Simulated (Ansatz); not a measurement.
The end point of a relaxation of GaP. Computed with PBEsol (plane waves to 420 eV, PAW, scalar-relativistic; Ansatz, a program for electronic structure).

F-43m (No. 216), cF8, zinc blende type; a = b = c = 5.4385 Å, α = β = γ = 90.00°.

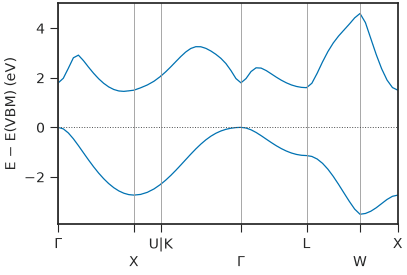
Figure. Highest filled and lowest empty band along the path of this cell's Brillouin zone

Task: Read off the gap and say whether it is direct.

Result: 1.45 eV, indirect (valence top at Γ, conduction bottom at 87 % of the way from Γ to X) (no spin-orbit coupling).

Task: How far does the top valence band disperse along this path?

Result: About 3.5 eV.

No spin polarisation in the result.

Measured for GaP: a 5.439 Å (static lattice; corrected from measurement; as listed in Daniel Mejia-Rodriguez, S. B. Trickey, Phys. Rev. B (2018)); gap 2.43 eV (static lattice; corrected from measurement; as listed in Wei Chen et al., Physical Review Materials (2018)). Computed minus measured — a: PBEsol 0.0 %; gap: PBEsol -0.98 eV. The computed values are for a static lattice, and a measured gap can be an optical one, lowered by exciton binding.

The run could not lose the symmetry of its start.

All atoms sit on sites fixed by symmetry, so only the cell could relax.
